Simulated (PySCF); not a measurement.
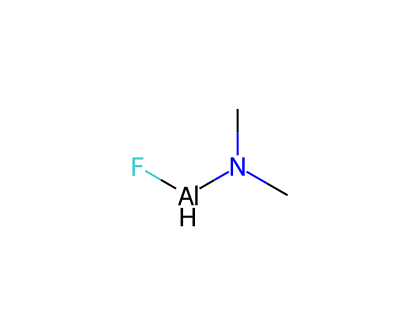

Structural formula above. The geometry was computed by an optimisation with PBE0-D3(BJ)/def2-SVP. No frequency run is at hand to confirm it as a minimum.

Describe the 3D structure.

The molecule is C₂H₇AlFN. As SMILES it reads `C[N](C)[AlH][F]`. This geometry has Cs symmetry. Coordination: 2 C tetrahedral; 1 N trigonal planar; 1 Al trigonal planar.

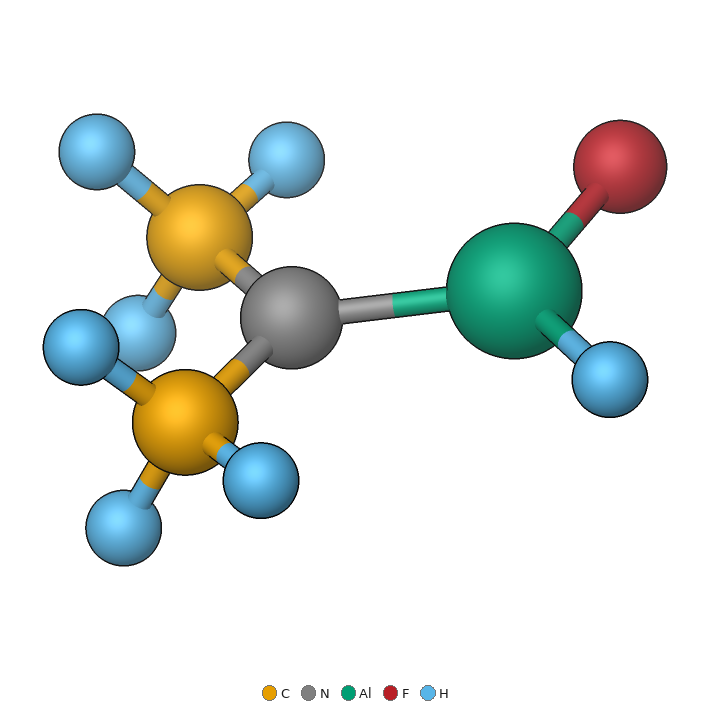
